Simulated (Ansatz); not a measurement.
# Geometry relaxation of C2H7Al (part 2 of 2)

The same run, continued: C2H7Al; RHF/def2-SVP (Ansatz 0.2.0). The input holds or restrains some coordinates. Forces given for the steps count only the free coordinates. It belongs to a series of runs on one base structure; here: pulled along the bonds that form and break, towards end B.

Geometry of the input (Å):
```
Al 0.0000  0.0000  0.0000
H  1.2076  0.0000  1.2804
H  1.7126  0.0000  0.4057
C  -1.7060  0.0000  -0.9850
H  -2.2662  -0.9305  -0.7558
H  -2.3102  0.8797  -0.6796
C  -1.4298  0.0696  -2.4781
H  -2.3466  -0.2101  -3.0379
H  -1.1306  1.1028  -2.7518
H  -0.6104  -0.6331  -2.7365
```

Output, continued:
```
Atom 7 at    -1.684586    -0.037957    -3.072574 Å, force     0.000800     0.002827    -0.013726 eV/Å
Atom 8 at    -0.594102     1.092239    -2.285824 Å, force     0.007981     0.016677    -0.007009 eV/Å
Atom 9 at    -0.254668    -0.632841    -2.249415 Å, force     0.022666    -0.014590    -0.002190 eV/Å
Dipole moment:     0.043793    -0.060831    -0.224038 e Å
```

Trajectory as extended XYZ (Å, eV, eV/Å), 10 of the 19 frames kept, from step=1 to step=19:
```
10
Properties=species:S:1:pos:R:3:forces:R:3 step=1 energy=-8745.48047
Al    0.0000    0.0000    0.0000    3.0532   0.0334   1.8461
H     1.2076    0.0000    1.2804   -2.7368  -0.0061   1.7283
H     1.7126    0.0000    0.4057   -0.2612  -0.0003  -3.1793
C    -1.7060    0.0000   -0.9850   -0.4056   0.0819   0.2825
H    -2.2662   -0.9305   -0.7558    0.2647   0.6416   0.2037
H    -2.3102    0.8797   -0.6796    0.1774  -0.7268   0.1141
C    -1.4298    0.0696   -2.4781    0.0316  -0.0964  -0.6825
H    -2.3466   -0.2101   -3.0379    0.5785   0.2656   0.0610
H    -1.1306    1.1028   -2.7518   -0.0790  -0.7458  -0.1127
H    -0.6104   -0.6331   -2.7365   -0.6228   0.5529  -0.2611
10
Properties=species:S:1:pos:R:3:forces:R:3 step=3 energy=-8745.96101
Al   -0.3131    0.0005   -0.2286    6.0083  -0.0594   3.0011
H     1.4708   -0.0001    1.3602    3.0995   0.0015  -2.4745
H     1.8841   -0.0001    0.6065   -0.6807   0.0012   4.0819
C    -1.7886    0.0011   -1.0153   -6.2482   0.1428  -3.1736
H    -2.2791   -0.9288   -0.7544   -0.7662  -0.2024   0.0386
H    -2.3261    0.8767   -0.6793   -0.9110   0.1388   0.0066
C    -1.4358    0.0684   -2.4912   -0.7827   0.0902  -0.4136
H    -2.3419   -0.2066   -3.0427    0.5171   0.1343  -0.5438
H    -1.1311    1.0924   -2.7543   -0.0427  -0.4055  -0.2326
H    -0.6188   -0.6250   -2.7396   -0.1934   0.1585  -0.2903
10
Properties=species:S:1:pos:R:3:forces:R:3 step=5 energy=-8747.79618
Al   -0.3481   -0.0057   -0.2512    2.1849  -0.0751   1.1944
H     1.7870    0.0002    1.4695    0.0689   0.0034   1.1972
H     2.1529    0.0001    0.8542    1.0175   0.0024  -0.4963
C    -1.9731    0.0047   -1.0941   -0.3756   0.0898  -0.1436
H    -2.3979   -0.9413   -0.7831   -0.9483  -0.1529  -0.2046
H    -2.4536    0.8905   -0.7086   -1.0645   0.1400  -0.2394
C    -1.4985    0.0690   -2.5361   -0.6184  -0.0005  -0.1869
H    -2.3397   -0.2034   -3.1585    0.1270   0.0360  -0.8592
H    -1.1517    1.0767   -2.7826   -0.1420  -0.0686  -0.1999
H    -0.6569   -0.6123   -2.7482   -0.2495   0.0254  -0.0617
10
Properties=species:S:1:pos:R:3:forces:R:3 step=7 energy=-8748.53201
Al   -0.2146   -0.0489    0.0244   -1.0276  -0.0357  -0.4338
H     2.0311    0.0225    1.6690   -0.1867   0.0048   1.5000
H     2.3711    0.0299    1.0484    1.1755   0.0347  -0.9630
C    -1.9013    0.0002   -1.0939   -0.3511   0.0245  -0.3286
H    -2.5031   -0.9058   -0.9011    0.1845   0.0204   0.0736
H    -2.5830    0.8301   -0.8365    0.2017  -0.0753   0.0631
C    -1.5886    0.0720   -2.6054    0.0743  -0.1561  -0.1917
H    -2.4636   -0.1175   -3.2422    0.0993   0.0601   0.1707
H    -1.2033    1.0573   -2.8860    0.0094  -0.0212   0.0058
H    -0.8243   -0.6614   -2.9152   -0.1793   0.1438   0.1038
10
Properties=species:S:1:pos:R:3:forces:R:3 step=9 energy=-8748.57777
Al   -0.3424   -0.0438    0.2162   -1.0269  -0.0377  -0.3259
H     2.0503    0.0423    1.6402   -0.1546  -0.0224   1.5470
H     2.3348    0.0619    0.9943    1.1484   0.0673  -1.1829
C    -1.8602   -0.0184   -1.1196    0.0272  -0.0112  -0.1714
H    -2.4296   -0.9407   -0.9167   -0.0089  -0.0043   0.0317
H    -2.5380    0.7981   -0.8253   -0.0115   0.0043   0.0361
C    -1.5809    0.0754   -2.6301   -0.0005   0.0091   0.0406
H    -2.4912   -0.0107   -3.2294   -0.0119   0.0117   0.0014
H    -1.1166    1.0292   -2.8970    0.0215  -0.0079   0.0159
H    -0.9058   -0.7148   -2.9712    0.0173  -0.0088   0.0076
10
Properties=species:S:1:pos:R:3:forces:R:3 step=11 energy=-8748.65020
Al   -0.5878    0.0247    0.4892   -0.9562  -0.0096  -0.1170
H     2.0295    0.0356    1.4229    0.0189  -0.0476   1.3794
H     2.1926    0.0615    0.7324    0.8226   0.0523  -1.3269
C    -1.8431   -0.0372   -1.0968    0.0363  -0.0248   0.0223
H    -2.4118   -0.9686   -0.9256    0.0163   0.0272   0.0092
H    -2.5546    0.7641   -0.8297   -0.0248  -0.0042  -0.0016
C    -1.4944    0.0762   -2.5855    0.0027   0.0466   0.0147
H    -2.3847    0.0366   -3.2192    0.0054  -0.0054  -0.0117
H    -0.9881    1.0184   -2.8139    0.0318  -0.0206   0.0204
H    -0.8373   -0.7328   -2.9125    0.0471  -0.0138   0.0113
10
Properties=species:S:1:pos:R:3:forces:R:3 step=13 energy=-8748.74539
Al   -0.7966    0.0893    0.6711   -0.7076   0.0326   0.1196
H     1.9421    0.0112    1.1124    0.1684  -0.0553   1.2988
H     1.9702    0.0376    0.4010    0.4449   0.0316  -1.4349
C    -1.8515   -0.0343   -1.0406    0.0140  -0.0198  -0.0071
H    -2.3969   -0.9849   -0.9086   -0.0114   0.0103   0.0012
H    -2.6150    0.7408   -0.8467   -0.0125  -0.0180  -0.0052
C    -1.3768    0.0813   -2.4926    0.0250   0.0223   0.0025
H    -2.2094    0.0263   -3.2003    0.0352  -0.0006   0.0003
H    -0.8651    1.0297   -2.6767    0.0192  -0.0053   0.0028
H    -0.6807   -0.7185   -2.7575    0.0249   0.0022   0.0219
10
Properties=species:S:1:pos:R:3:forces:R:3 step=15 energy=-8748.85603
Al   -0.9685    0.1573    0.8315   -0.4849   0.0218  -0.0483
H     1.8258   -0.0029    0.8085    0.2531  -0.0158   1.0131
H     1.7357    0.0030    0.0946    0.1038  -0.0186  -1.1990
C    -1.8459   -0.0350   -0.9866   -0.0017   0.0163   0.1287
H    -2.3718   -1.0013   -0.8909    0.0164   0.0162  -0.0074
H    -2.6522    0.7128   -0.8621    0.0217  -0.0300  -0.0303
C    -1.2645    0.0874   -2.4015    0.0056   0.0074   0.0595
H    -2.0438    0.0163   -3.1674    0.0598  -0.0028   0.0273
H    -0.7560    1.0433   -2.5535    0.0105  -0.0068   0.0241
H    -0.5384   -0.7023   -2.6113    0.0157   0.0123   0.0323
10
Properties=species:S:1:pos:R:3:forces:R:3 step=17 energy=-8748.91358
Al   -1.0555    0.2524    0.8880   -0.3171   0.0693   0.2070
H     1.6670   -0.0584    0.4820    0.4576  -0.0180   1.2878
H     1.4788   -0.0539   -0.2061   -0.1961  -0.0312  -1.4772
C    -1.8647   -0.0254   -0.9314   -0.0186   0.0094  -0.0055
H    -2.3472   -1.0139   -0.8583    0.0042  -0.0125  -0.0071
H    -2.7093    0.6856   -0.8974    0.0059  -0.0177  -0.0175
C    -1.1543    0.0989   -2.2838    0.0440  -0.0267  -0.0670
H    -1.8398   -0.0564   -3.1239    0.0623   0.0103   0.0431
H    -0.7040    1.0865   -2.4201   -0.0062  -0.0135   0.0264
H    -0.3505   -0.6369   -2.3876   -0.0360   0.0307   0.0098
10
Properties=species:S:1:pos:R:3:forces:R:3 step=19 energy=-8748.94052
Al   -1.1266    0.3625    0.9566   -0.2259   0.0477   0.0854
H     1.4950   -0.0791    0.1968    0.7070   0.0132   1.3565
H     1.2063   -0.0890   -0.4528   -0.4808  -0.0598  -1.4557
C    -1.8524   -0.0291   -0.8854    0.0026  -0.0126   0.0199
H    -2.2758   -1.0441   -0.8221   -0.0182  -0.0074   0.0110
H    -2.7362    0.6295   -0.9340   -0.0035  -0.0038   0.0134
C    -1.0564    0.1062   -2.1898   -0.0128   0.0179  -0.0077
H    -1.6846   -0.0380   -3.0726    0.0008   0.0028  -0.0137
H    -0.5941    1.0922   -2.2858    0.0080   0.0167  -0.0070
H    -0.2547   -0.6328   -2.2494    0.0227  -0.0146  -0.0022
```

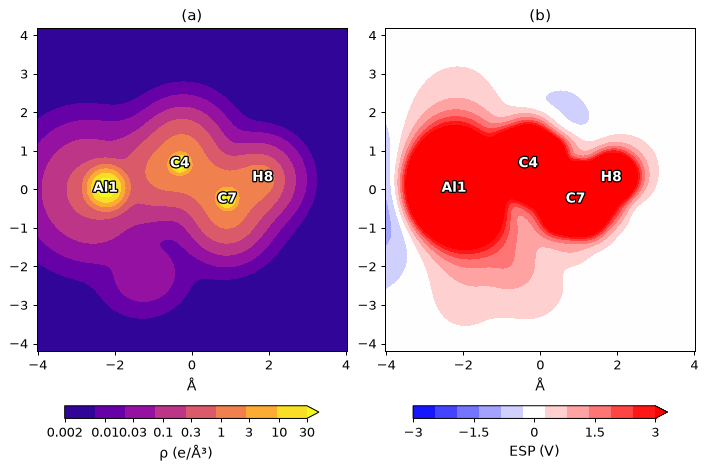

**Figure 1.** (a) total electron density; (b) molecular electrostatic potential on the plane of atoms Al1, C4 and C7. Atoms in the plane: Al, C and H. C–C (1.53 Å): ρ is about 1.6 e/Å³ halfway. C–H (1.09 Å): ρ is about 1.9 e/Å³ halfway.

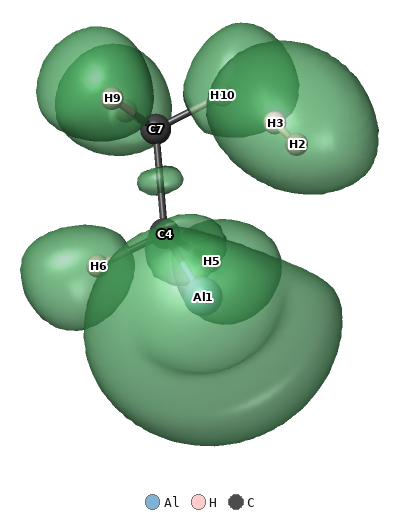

**Figure 2.** Isosurface of the electron localisation function at 0.9 (green), seen at an oblique angle. Only the valence region is drawn (cores and ρ < 0.01 e/Å³ removed). Values along the shortest contacts:
